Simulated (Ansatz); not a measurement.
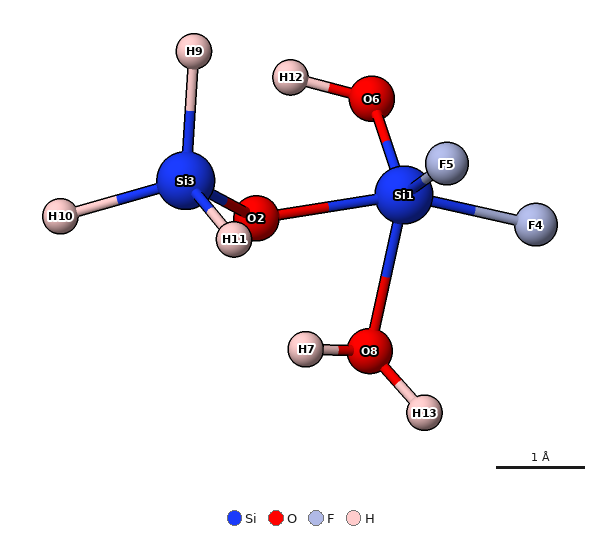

The input geometry (ball-and-stick view, seen at a tilt; atoms are numbered from 1 in the order of the input). Bond lengths as drawn: F–Si 1.60 to 1.63 Å, H–O 0.87 to 0.97 Å, H–Si 1.48 to 1.49 Å and O–Si 1.62 to 1.86 Å.

# Geometry relaxation of Si₂H₆O₃F₂ (part 1 of 2)

- system: Si₂H₆O₃F₂
- method: RKS PBE0-D4/def2-TZVP (Ansatz 0.2.0)

The geometry is a transition state displaced along its imaginary mode. The reaction was set up to form Si1–O8 and O2–H7 and to break Si1–O2 and H7–O8 (atoms counted from 1 in the order of the input); sticks are drawn by distance alone. Figures and captions count atoms from 1; the log counts them from 0 in places.

Input file
```yaml
crystal:
  periodic: [false, false, false]
  atoms:
    - {symbol: Si, position_ang: [-0.015694, 0.516354, 1.086012]}
    - {symbol: O, position_ang: [-0.073728, 0.078088, -0.647844]}
    - {symbol: Si, position_ang: [-0.644935, -1.221855, -1.446236]}
    - {symbol: F, position_ang: [0.602226, 0.963160, 2.531284]}
    - {symbol: F, position_ang: [-0.267066, -1.000719, 1.532615]}
    - {symbol: O, position_ang: [-1.164671, 1.653150, 1.014920]}
    - {symbol: H, position_ang: [1.496145, 0.532761, -0.349999]}
    - {symbol: O, position_ang: [1.653466, 0.967259, 0.392574]}
    - {symbol: H, position_ang: [-2.071343, -1.401603, -1.085027]}
    - {symbol: H, position_ang: [-0.519277, -0.983275, -2.912736]}
    - {symbol: H, position_ang: [0.122400, -2.458111, -1.119219]}
    - {symbol: H, position_ang: [-1.580416, 1.667158, 0.151203]}
    - {symbol: H, position_ang: [2.462893, 0.687533, 0.852552]}
basis:
  gaussian: {orbitals: def2-TZVP}
hamiltonian: {xc: pbe0, dispersion: d4}
relax: {f_tol: 0.005, max_steps: 200}
```

Run on 4 CPU threads, shared host.

Launched with:
```bash
ansatz run in.yaml --threads 4 --pin off --events-out ev --progress --plain --max-ram 41984MiB --backend cuda --devices 0, --max-vram 37GiB
```

The program's output
```
Functional definition: PBE0
  name "PBE0"
  cite "Adamo & Barone, J. Chem. Phys. 110, 6158 (1999) doi:10.1063/1.478522"
  cite "Perdew, Burke & Ernzerhof, Phys. Rev. Lett. 77, 3865 (1996) doi:10.1103/PhysRevLett.77.3865"
  parent pbe
  parameter a = 0.25
  parameter kappa = 0.804
  parameter beta = 0.06672455060314922
  exchange = (1 - a)*pbe_x(kappa = kappa, mu = beta*pi^2/3) + a*exact_x
  correlation = pbe_c(beta = beta)
1565 factors; their error is unknown
mean field evaluation 1: about -27409.9654 eV, gradient 9.0e1 eV
mean field evaluation 2: about -27396.9954 eV, gradient 1.3e2 eV
mean field evaluation 4: about -27421.5804 eV, gradient 6.0e0 eV
mean field evaluation 8: about -27421.7292 eV, gradient 4.0e-1 eV
mean field evaluation 16: about -27421.7293 eV, gradient 1.6e-5 eV
mean field -27421.72931494 eV, -1007.7299652082 hartree, gradient 1.6e-5 eV, S^2 0.000000; 0 other end points of the search recorded, 0 dependent functions left out
the calculation of the forces begins
reference -27421.72934846 eV, -1007.7299664401 hartree; 38, 38 occupied and 227, 227 virtual orbitals, 1565 factors
relax step   1: F+E_penalty+E_count = -27421.99911716 eV  Δ(F+E_penalty+E_count) = +0.000e0 eV  max|allowed force component| = 6.415e0 eV/Å  Δτ_max = 0.0000 Å  (28 SCF iters, accepted)
these checks for a lower state are left out or cut short: starts, cluster_reference, orbital_swaps, neighbouring_geometries, increment
1565 factors; their error is unknown
mean field -27422.16298324 eV, -1007.7459022244 hartree, gradient 2.0e-5 eV, S^2 0.000000; 0 other end points of the search recorded, 0 dependent functions left out
the calculation of the forces begins
reference -27422.16301701 eV, -1007.7459034653 hartree; 38, 38 occupied and 227, 227 virtual orbitals, 1565 factors
relax step   2: F+E_penalty+E_count = -27422.43146990 eV  Δ(F+E_penalty+E_count) = -4.324e-1 eV  max|allowed force component| = 1.030e0 eV/Å  Δτ_max = 0.1008 Å  (31 SCF iters, accepted)
[... from here on the SCF iterations and repeated set-up lines of each step are left out, up to the last step ...]
relax step   3: F+E_penalty+E_count = -27422.48537116 eV  Δ(F+E_penalty+E_count) = -5.390e-2 eV  max|allowed force component| = 4.150e-1 eV/Å  Δτ_max = 0.0820 Å  (30 SCF iters, accepted)
relax step   4: F+E_penalty+E_count = -27422.53527807 eV  Δ(F+E_penalty+E_count) = -4.991e-2 eV  max|allowed force component| = 1.021e0 eV/Å  Δτ_max = 0.1947 Å  (31 SCF iters, accepted)
relax step   5: F+E_penalty+E_count = -27422.56912167 eV  Δ(F+E_penalty+E_count) = -3.384e-2 eV  max|allowed force component| = 7.374e-1 eV/Å  Δτ_max = 0.2000 Å  (30 SCF iters, accepted)
relax step   6: F+E_penalty+E_count = -27422.38895529 eV  Δ(F+E_penalty+E_count) = +1.802e-1 eV  max|allowed force component| = 2.503e0 eV/Å  Δτ_max = 0.1896 Å  (36 SCF iters, rejected (line search))
relax step   7: F+E_penalty+E_count = -27422.60528065 eV  Δ(F+E_penalty+E_count) = -3.616e-2 eV  max|allowed force component| = 1.814e-1 eV/Å  Δτ_max = 0.0925 Å  (30 SCF iters, accepted)
relax step   8: F+E_penalty+E_count = -27422.63077274 eV  Δ(F+E_penalty+E_count) = -2.549e-2 eV  max|allowed force component| = 1.949e-1 eV/Å  Δτ_max = 0.1000 Å  (30 SCF iters, accepted)
relax step   9: F+E_penalty+E_count = -27422.64897572 eV  Δ(F+E_penalty+E_count) = -1.820e-2 eV  max|allowed force component| = 3.740e-1 eV/Å  Δτ_max = 0.0813 Å  (30 SCF iters, accepted)
relax step  10: F+E_penalty+E_count = -27422.70819639 eV  Δ(F+E_penalty+E_count) = -5.922e-2 eV  max|allowed force component| = 7.633e-1 eV/Å  Δτ_max = 0.1961 Å  (30 SCF iters, accepted)
relax step  11: F+E_penalty+E_count = -27422.77132514 eV  Δ(F+E_penalty+E_count) = -6.313e-2 eV  max|allowed force component| = 1.310e0 eV/Å  Δτ_max = 0.1941 Å  (31 SCF iters, accepted)
relax step  12: F+E_penalty+E_count = -27422.98024912 eV  Δ(F+E_penalty+E_count) = -2.089e-1 eV  max|allowed force component| = 9.007e-1 eV/Å  Δτ_max = 0.2000 Å  (36 SCF iters, accepted)
relax step  13: F+E_penalty+E_count = -27423.16139644 eV  Δ(F+E_penalty+E_count) = -1.811e-1 eV  max|allowed force component| = 4.775e-1 eV/Å  Δτ_max = 0.2000 Å  (35 SCF iters, accepted)
relax step  14: F+E_penalty+E_count = -27423.25284677 eV  Δ(F+E_penalty+E_count) = -9.145e-2 eV  max|allowed force component| = 4.326e-1 eV/Å  Δτ_max = 0.2000 Å  (36 SCF iters, accepted)
relax step  15: F+E_penalty+E_count = -27423.29013930 eV  Δ(F+E_penalty+E_count) = -3.729e-2 eV  max|allowed force component| = 5.558e-1 eV/Å  Δτ_max = 0.1999 Å  (29 SCF iters, accepted)
relax step  16: F+E_penalty+E_count = -27423.35710962 eV  Δ(F+E_penalty+E_count) = -6.697e-2 eV  max|allowed force component| = 3.172e-1 eV/Å  Δτ_max = 0.2000 Å  (29 SCF iters, accepted)
relax step  17: F+E_penalty+E_count = -27423.37440137 eV  Δ(F+E_penalty+E_count) = -1.729e-2 eV  max|allowed force component| = 1.142e0 eV/Å  Δτ_max = 0.1930 Å  (31 SCF iters, accepted)
relax step  18: F+E_penalty+E_count = -27423.40430805 eV  Δ(F+E_penalty+E_count) = -2.991e-2 eV  max|allowed force component| = 7.712e-1 eV/Å  Δτ_max = 0.1950 Å  (30 SCF iters, accepted)
relax step  19: F+E_penalty+E_count = -27423.43518170 eV  Δ(F+E_penalty+E_count) = -3.087e-2 eV  max|allowed force component| = 6.283e-1 eV/Å  Δτ_max = 0.1252 Å  (30 SCF iters, accepted)
relax step  20: F+E_penalty+E_count = -27423.46763861 eV  Δ(F+E_penalty+E_count) = -3.246e-2 eV  max|allowed force component| = 1.003e0 eV/Å  Δτ_max = 0.1937 Å  (29 SCF iters, accepted)
relax step  21: F+E_penalty+E_count = -27423.50799637 eV  Δ(F+E_penalty+E_count) = -4.036e-2 eV  max|allowed force component| = 4.654e-1 eV/Å  Δτ_max = 0.1483 Å  (30 SCF iters, accepted)
relax step  22: F+E_penalty+E_count = -27423.52240034 eV  Δ(F+E_penalty+E_count) = -1.440e-2 eV  max|allowed force component| = 4.307e-1 eV/Å  Δτ_max = 0.1140 Å  (30 SCF iters, accepted)
relax step  23: F+E_penalty+E_count = -27423.52926936 eV  Δ(F+E_penalty+E_count) = -6.869e-3 eV  max|allowed force component| = 1.730e-1 eV/Å  Δτ_max = 0.0580 Å  (31 SCF iters, accepted)
relax step  24: F+E_penalty+E_count = -27423.53030135 eV  Δ(F+E_penalty+E_count) = -1.032e-3 eV  max|allowed force component| = 1.356e-1 eV/Å  Δτ_max = 0.1196 Å  (30 SCF iters, accepted)
relax step  25: F+E_penalty+E_count = -27423.52907210 eV  Δ(F+E_penalty+E_count) = +1.229e-3 eV  max|allowed force component| = 2.539e-1 eV/Å  Δτ_max = 0.0876 Å  (30 SCF iters, rejected (line search))
relax step  26: F+E_penalty+E_count = -27423.53307516 eV  Δ(F+E_penalty+E_count) = -2.774e-3 eV  max|allowed force component| = 4.075e-2 eV/Å  Δτ_max = 0.0437 Å  (31 SCF iters, accepted)
relax step  27: F+E_penalty+E_count = -27423.53443109 eV  Δ(F+E_penalty+E_count) = -1.356e-3 eV  max|allowed force component| = 9.646e-2 eV/Å  Δτ_max = 0.0827 Å  (30 SCF iters, accepted)
relax step  28: F+E_penalty+E_count = -27423.53546813 eV  Δ(F+E_penalty+E_count) = -1.037e-3 eV  max|allowed force component| = 1.442e-1 eV/Å  Δτ_max = 0.0755 Å  (30 SCF iters, accepted)
relax step  29: F+E_penalty+E_count = -27423.53646934 eV  Δ(F+E_penalty+E_count) = -1.001e-3 eV  max|allowed force component| = 1.664e-1 eV/Å  Δτ_max = 0.0689 Å  (30 SCF iters, accepted)
relax step  30: F+E_penalty+E_count = -27423.53747563 eV  Δ(F+E_penalty+E_count) = -1.006e-3 eV  max|allowed force component| = 1.359e-1 eV/Å  Δτ_max = 0.0685 Å  (30 SCF iters, accepted)
relax step  31: F+E_penalty+E_count = -27423.53869160 eV  Δ(F+E_penalty+E_count) = -1.216e-3 eV  max|allowed force component| = 1.048e-1 eV/Å  Δτ_max = 0.0612 Å  (30 SCF iters, accepted)
relax step  32: F+E_penalty+E_count = -27423.53972029 eV  Δ(F+E_penalty+E_count) = -1.029e-3 eV  max|allowed force component| = 1.249e-1 eV/Å  Δτ_max = 0.0607 Å  (30 SCF iters, accepted)
relax step  33: F+E_penalty+E_count = -27423.54024860 eV  Δ(F+E_penalty+E_count) = -5.283e-4 eV  max|allowed force component| = 1.213e-1 eV/Å  Δτ_max = 0.0451 Å  (30 SCF iters, accepted)
relax step  34: F+E_penalty+E_count = -27423.54067113 eV  Δ(F+E_penalty+E_count) = -4.225e-4 eV  max|allowed force component| = 9.055e-2 eV/Å  Δτ_max = 0.0368 Å  (31 SCF iters, accepted)
relax step  35: F+E_penalty+E_count = -27423.54095375 eV  Δ(F+E_penalty+E_count) = -2.826e-4 eV  max|allowed force component| = 4.327e-2 eV/Å  Δτ_max = 0.0378 Å  (31 SCF iters, accepted)
relax step  36: F+E_penalty+E_count = -27423.54106800 eV  Δ(F+E_penalty+E_count) = -1.143e-4 eV  max|allowed force component| = 1.271e-2 eV/Å  Δτ_max = 0.0154 Å  (31 SCF iters, accepted)
relax step  37: F+E_penalty+E_count = -27423.54168210 eV  Δ(F+E_penalty+E_count) = -6.141e-4 eV  max|allowed force component| = 2.712e-2 eV/Å  Δτ_max = 0.0462 Å  (30 SCF iters, accepted)
relax step  38: F+E_penalty+E_count = -27423.53592590 eV  Δ(F+E_penalty+E_count) = +5.756e-3 eV  max|allowed force component| = 3.310e-1 eV/Å  Δτ_max = 0.1990 Å  (36 SCF iters, rejected (line search))
relax step  39: F+E_penalty+E_count = -27423.54175729 eV  Δ(F+E_penalty+E_count) = -7.519e-5 eV  max|allowed force component| = 7.332e-2 eV/Å  Δτ_max = 0.0361 Å  (30 SCF iters, accepted)
relax step  40: F+E_penalty+E_count = -27423.54253232 eV  Δ(F+E_penalty+E_count) = -7.750e-4 eV  max|allowed force component| = 1.013e-1 eV/Å  Δτ_max = 0.0979 Å  (29 SCF iters, accepted)
relax step  41: F+E_penalty+E_count = -27423.54321565 eV  Δ(F+E_penalty+E_count) = -6.833e-4 eV  max|allowed force component| = 4.217e-2 eV/Å  Δτ_max = 0.0186 Å  (31 SCF iters, accepted)
relax step  42: F+E_penalty+E_count = -27423.54382575 eV  Δ(F+E_penalty+E_count) = -6.101e-4 eV  max|allowed force component| = 7.192e-3 eV/Å  Δτ_max = 0.0377 Å  (30 SCF iters, accepted)
relax step  43: F+E_penalty+E_count = -27423.54264853 eV  Δ(F+E_penalty+E_count) = +1.177e-3 eV  max|allowed force component| = 2.422e-1 eV/Å  Δτ_max = 0.1241 Å  (29 SCF iters, rejected (line search))
relax step  44: F+E_penalty+E_count = -27423.54241365 eV  Δ(F+E_penalty+E_count) = +1.412e-3 eV  max|allowed force component| = 1.467e-1 eV/Å  Δτ_max = 0.0266 Å  (31 SCF iters, rejected (line search))
relax step  45: F+E_penalty+E_count = -27423.54401675 eV  Δ(F+E_penalty+E_count) = -1.910e-4 eV  max|allowed force component| = 1.152e-2 eV/Å  Δτ_max = 0.0130 Å  (31 SCF iters, accepted)
relax step  46: F+E_penalty+E_count = -27423.54360919 eV  Δ(F+E_penalty+E_count) = +4.076e-4 eV  max|allowed force component| = 1.746e-1 eV/Å  Δτ_max = 0.0995 Å  (29 SCF iters, rejected (line search))
relax step  47: F+E_penalty+E_count = -27423.49550289 eV  Δ(F+E_penalty+E_count) = +4.851e-2 eV  max|allowed force component| = 2.068e0 eV/Å  Δτ_max = 0.0303 Å  (31 SCF iters, rejected (line search))
relax step  48: F+E_penalty+E_count = -27423.54424230 eV  Δ(F+E_penalty+E_count) = -2.255e-4 eV  max|allowed force component| = 3.410e-3 eV/Å  Δτ_max = 0.0152 Å  (31 SCF iters, accepted)
relax step  49: F+E_penalty+E_count = -27423.54476556 eV  Δ(F+E_penalty+E_count) = -5.233e-4 eV  max|allowed force component| = 4.705e-2 eV/Å  Δτ_max = 0.0482 Å  (30 SCF iters, accepted)
relax step  50: F+E_penalty+E_count = -27423.54493019 eV  Δ(F+E_penalty+E_count) = -1.646e-4 eV  max|allowed force component| = 7.252e-2 eV/Å  Δτ_max = 0.0417 Å  (30 SCF iters, accepted)
relax step  51: F+E_penalty+E_count = -27423.54513547 eV  Δ(F+E_penalty+E_count) = -2.053e-4 eV  max|allowed force component| = 4.474e-2 eV/Å  Δτ_max = 0.0140 Å  (31 SCF iters, accepted)
relax step  52: F+E_penalty+E_count = -27423.54533520 eV  Δ(F+E_penalty+E_count) = -1.997e-4 eV  max|allowed force component| = 8.919e-3 eV/Å  Δτ_max = 0.0220 Å  (31 SCF iters, accepted)
relax step  53: F+E_penalty+E_count = -27423.54554091 eV  Δ(F+E_penalty+E_count) = -2.057e-4 eV  max|allowed force component| = 2.966e-2 eV/Å  Δτ_max = 0.0335 Å  (30 SCF iters, accepted)
relax step  54: F+E_penalty+E_count = -27423.54544177 eV  Δ(F+E_penalty+E_count) = +9.915e-5 eV  max|allowed force component| = 1.414e-1 eV/Å  Δτ_max = 0.1001 Å  (29 SCF iters, rejected (line search))
relax step  55: F+E_penalty+E_count = -27423.54579523 eV  Δ(F+E_penalty+E_count) = -2.543e-4 eV  max|allowed force component| = 3.668e-2 eV/Å  Δτ_max = 0.0491 Å  (30 SCF iters, accepted)
relax step  56: F+E_penalty+E_count = -27423.54598480 eV  Δ(F+E_penalty+E_count) = -1.896e-4 eV  max|allowed force component| = 7.082e-2 eV/Å  Δτ_max = 0.0583 Å  (30 SCF iters, accepted)
relax step  57: F+E_penalty+E_count = -27423.54626971 eV  Δ(F+E_penalty+E_count) = -2.849e-4 eV  max|allowed force component| = 6.556e-2 eV/Å  Δτ_max = 0.0408 Å  (31 SCF iters, accepted)
relax step  58: F+E_penalty+E_count = -27423.54558521 eV  Δ(F+E_penalty+E_count) = +6.845e-4 eV  max|allowed force component| = 2.771e-1 eV/Å  Δτ_max = 0.1668 Å  (30 SCF iters, rejected (line search))
relax step  59: F+E_penalty+E_count = -27423.54696264 eV  Δ(F+E_penalty+E_count) = -6.929e-4 eV  max|allowed force component| = 5.042e-2 eV/Å  Δτ_max = 0.0817 Å  (30 SCF iters, accepted)
relax step  60: F+E_penalty+E_count = -27423.54725415 eV  Δ(F+E_penalty+E_count) = -2.915e-4 eV  max|allowed force component| = 1.427e-1 eV/Å  Δτ_max = 0.0966 Å  (30 SCF iters, accepted)
relax step  61: F+E_penalty+E_count = -27423.54775274 eV  Δ(F+E_penalty+E_count) = -4.986e-4 eV  max|allowed force component| = 7.515e-2 eV/Å  Δτ_max = 0.0162 Å  (32 SCF iters, accepted)
relax step  62: F+E_penalty+E_count = -27423.54827886 eV  Δ(F+E_penalty+E_count) = -5.261e-4 eV  max|allowed force component| = 4.562e-2 eV/Å  Δτ_max = 0.0321 Å  (31 SCF iters, accepted)
relax step  63: F+E_penalty+E_count = -27423.54914247 eV  Δ(F+E_penalty+E_count) = -8.636e-4 eV  max|allowed force component| = 5.544e-2 eV/Å  Δτ_max = 0.0942 Å  (30 SCF iters, accepted)
relax step  64: F+E_penalty+E_count = -27423.54823091 eV  Δ(F+E_penalty+E_count) = +9.116e-4 eV  max|allowed force component| = 2.829e-1 eV/Å  Δτ_max = 0.1321 Å  (30 SCF iters, rejected (line search))
relax step  65: F+E_penalty+E_count = -27423.54981123 eV  Δ(F+E_penalty+E_count) = -6.688e-4 eV  max|allowed force component| = 5.337e-2 eV/Å  Δτ_max = 0.0643 Å  (30 SCF iters, accepted)
relax step  66: F+E_penalty+E_count = -27423.55014810 eV  Δ(F+E_penalty+E_count) = -3.369e-4 eV  max|allowed force component| = 1.045e-1 eV/Å  Δτ_max = 0.0672 Å  (30 SCF iters, accepted)
relax step  67: F+E_penalty+E_count = -27423.55038884 eV  Δ(F+E_penalty+E_count) = -2.407e-4 eV  max|allowed force component| = 5.101e-2 eV/Å  Δτ_max = 0.0150 Å  (31 SCF iters, accepted)
relax step  68: F+E_penalty+E_count = -27423.55069587 eV  Δ(F+E_penalty+E_count) = -3.070e-4 eV  max|allowed force component| = 1.329e-2 eV/Å  Δτ_max = 0.0144 Å  (31 SCF iters, accepted)
relax step  69: F+E_penalty+E_count = -27423.55102916 eV  Δ(F+E_penalty+E_count) = -3.333e-4 eV  max|allowed force component| = 3.966e-2 eV/Å  Δτ_max = 0.0352 Å  (30 SCF iters, accepted)
relax step  70: F+E_penalty+E_count = -27423.55126848 eV  Δ(F+E_penalty+E_count) = -2.393e-4 eV  max|allowed force component| = 3.892e-2 eV/Å  Δτ_max = 0.0463 Å  (30 SCF iters, accepted)
relax step  71: F+E_penalty+E_count = -27423.55139478 eV  Δ(F+E_penalty+E_count) = -1.263e-4 eV  max|allowed force component| = 2.806e-2 eV/Å  Δτ_max = 0.0091 Å  (31 SCF iters, accepted)
relax step  72: F+E_penalty+E_count = -27423.55149535 eV  Δ(F+E_penalty+E_count) = -1.006e-4 eV  max|allowed force component| = 1.764e-2 eV/Å  Δτ_max = 0.0173 Å  (31 SCF iters, accepted)
relax step  73: F+E_penalty+E_count = -27423.55154584 eV  Δ(F+E_penalty+E_count) = -5.049e-5 eV  max|allowed force component| = 1.331e-2 eV/Å  Δτ_max = 0.0135 Å  (31 SCF iters, accepted)
relax step  74: F+E_penalty+E_count = -27423.55157382 eV  Δ(F+E_penalty+E_count) = -2.798e-5 eV  max|allowed force component| = 8.021e-3 eV/Å  Δτ_max = 0.0189 Å  (31 SCF iters, accepted)
relax step  75: F+E_penalty+E_count = -27423.55159506 eV  Δ(F+E_penalty+E_count) = -2.124e-5 eV  max|allowed force component| = 6.940e-3 eV/Å  Δτ_max = 0.0031 Å  (33 SCF iters, accepted)
relax step  76: F+E_penalty+E_count = -27423.55161175 eV  Δ(F+E_penalty+E_count) = -1.669e-5 eV  max|allowed force component| = 5.954e-3 eV/Å  Δτ_max = 0.0041 Å  (32 SCF iters, accepted)
relax step  77: F+E_penalty+E_count = -27423.55163725 eV  Δ(F+E_penalty+E_count) = -2.550e-5 eV  max|allowed force component| = 9.813e-3 eV/Å  Δτ_max = 0.0117 Å  (31 SCF iters, accepted)
relax step  78: F+E_penalty+E_count = -27423.55166160 eV  Δ(F+E_penalty+E_count) = -2.435e-5 eV  max|allowed force component| = 1.404e-2 eV/Å  Δτ_max = 0.0147 Å  (31 SCF iters, accepted)
relax step  79: F+E_penalty+E_count = -27423.55168377 eV  Δ(F+E_penalty+E_count) = -2.217e-5 eV  max|allowed force component| = 1.145e-2 eV/Å  Δτ_max = 0.0134 Å  (31 SCF iters, accepted)
relax step  80: F+E_penalty+E_count = -27423.55169973 eV  Δ(F+E_penalty+E_count) = -1.596e-5 eV  max|allowed force component| = 9.170e-3 eV/Å  Δτ_max = 0.0068 Å  (32 SCF iters, accepted)
```
